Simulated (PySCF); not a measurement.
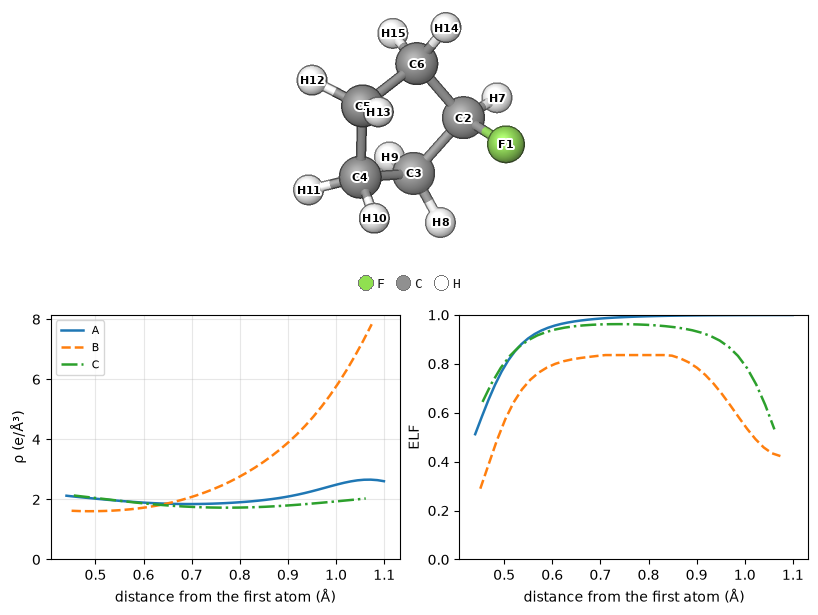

The picture shows: C5H9F (SMILES FC1CCCC1). Electron density and electron localisation function along straight lines between neighbouring atoms. The curves leave out the atomic cores. The structure is drawn too.

Geometry: PBE0-D3(BJ)/def2-SVP.

The calculation used PySCF, PBE0/pcSseg-1, SCF density, gas phase, non-relativistic.

Input file:

```
{"job": {"kind": "nmr", "xc": "PBE0", "basis": "pcSseg-1"}, "charge": 0, "multiplicity": 1}
F     -1.041369    -0.064908     1.783785
C     -1.186721     0.061491     0.411351
C     -0.347705     1.232236    -0.064964
C      1.092199     0.695352    -0.044315
C      0.968077    -0.844183    -0.163003
C     -0.537786    -1.134074    -0.259286
H     -2.264248     0.165958     0.201040
H     -0.499896     2.121459     0.563950
H     -0.660508     1.492750    -1.089111
H      1.582810     0.965857     0.901726
H      1.700017     1.130950    -0.850690
H      1.515947    -1.244904    -1.028205
H      1.388529    -1.329318     0.729615
H     -0.840243    -2.077868     0.217328
H     -0.870156    -1.170441    -1.309425
```

Launched as:

```sh
OMP_NUM_THREADS=1 python probes_run.py task.json out
```

> Which curve belongs to which contact (C–C, C–F and C–H)? The first atom named is at distance zero.

Curve A: C–H (1.10 Å): ρ is about 2 e/Å³ halfway; the ELF climbs to about 1 towards the hydrogen, as it does in any bond to H (an ordinary covalent bond to hydrogen). Curve B: C–F (1.39 Å): ρ is about 2 e/Å³ halfway, with its minimum of 1.6 e/Å³ about 0.5 Å from C; the ELF peaks at about 0.85 between the atoms, as expected for a shared but strongly polarised pair. Curve C: C–C (1.52 Å): ρ is about 1.7 e/Å³ halfway; the ELF peaks at about 0.95 between the atoms: localised, covalent bonding.
